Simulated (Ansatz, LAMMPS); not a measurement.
# Static equation of state of glassy 63SiO2-9CaO-11ZnO-11SrO-6Sc2O3 (mol %) (98 atoms)

Density of this cell: 3.15 g/cm³. The cell holds 98 atoms: 22 Si, 3 Ca, 4 Zn, 4 Sr, 4 Sc and 61 O. Cell: a = 11.167 Å, b = 10.581 Å, c = 11.167 Å, α = 90.8°, β = 90.3°, γ = 91.1°. The starting structure: 98 atoms (22 Si, 3 Ca, 4 Zn, 4 Sr, 4 Sc, 61 O) placed at random at 2.93 g/cm³, melted at 4000 K for 10 ps at fixed volume with the Morse and Coulomb pair potential with partial charges (Pedone, Malavasi, Menziani, Cormack and Segre, J. Phys. Chem. B 110, 11780 (2006)). Quenched from 4000 K to 300 K at 25 K/ps and fixed volume, held 10 ps at zero pressure, then minimised at fixed cell.

Calculated with Ansatz 0.2.0: Kohn-Sham DFT, PBEsol, PAW (set soft_2), plane waves; cutoff 420 eV, Γ point, fermi-dirac smearing of 0.025 eV. Cell and atoms were relaxed first, to V0 = 13.459 Å³ an atom at a residual P0 = -0.015 GPa. The cell was then scaled evenly, and the atoms were relaxed at each volume.

```
volume (Å³/atom)  pressure (GPa)
          12.113           5.696
          12.651               ?
          13.055           1.302
          13.863          -1.550
          14.266          -3.043
```

Task: Fit the third-order Birch–Murnaghan equation to the rows given and interpolate to the withheld row.

Worked fit:

Take the Eulerian strain f = ½[(V0/V)^(2/3) − 1] and the normalised pressure F = (P − P0) / [3f(1 + 2f)^(5/2)]. The third-order Birch–Murnaghan equation is then the line F = B0 + (3/2)B0(B′ − 4) f, so u = f and v = F.

```
      u = f  v = F (GPa)
  0.0363828      43.8983
  0.0102567      40.7056
-0.00975682      55.0878
 -0.0190506      58.3696
```

With n = 4: mean u = 0.00445805, mean v = 49.5153, Σ(u − ū)² = 0.0018075, Σ(u − ū)(v − v̄) = -0.51777. Slope b = -0.51777 / 0.0018075 = -286.45; intercept a = v̄ − b ū = 50.792.

So B0 = a = 50.8 GPa and B′ = 4 + 2b/(3a) = 0.240. At the withheld volume f = 0.02106, F = a + b f = 44.76 GPa, and P = P0 + 3f(1 + 2f)^(5/2) F.

Prediction at 12.651: 3.119 GPa. The run gave 2.326 GPa, so the fit is high by 0.79 GPa (34 % of the value).

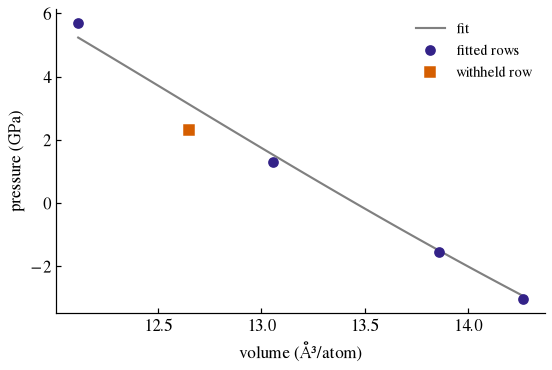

The fit, the rows that it rests on and the withheld row.

The series isn't one smooth equation of state: even a line fitted to all rows, the withheld one included, misses F by up to 24.1 %, the count of bonds changes along the series and an atom moves over 0.5 Å in some relaxation. B0 and B′ are then only the numbers of this fit, not moduli of the material. Among the rows given, the largest miss of the fit is at 12.113, by 0.46 GPa (5.3 % of the range of the table).

Limits: Static cells at zero temperature; the cell shape is held. The program notes that the SCF threshold of these relaxations is loose for the stress. The quench rate of 25 K/ps is many orders above laboratory rates, so the cell is likely richer in defects and strain than a real sample. The network of bonds at the start is that of the classical potential that made the cell, and needn't be the one that DFT or experiment would give. Only the Γ point is sampled, in a cell whose shortest periodic width is 11 Å.

[Logs are printed without paths, hosts, clocks, repeated set-up lines and the standing remarks that a program may print on its own settings, such as how far it seeks lower states.]

[Hosts, paths, dates, database ids (printed as entryN), source tags and the programs' standing remarks are cut or masked in the printed files.]
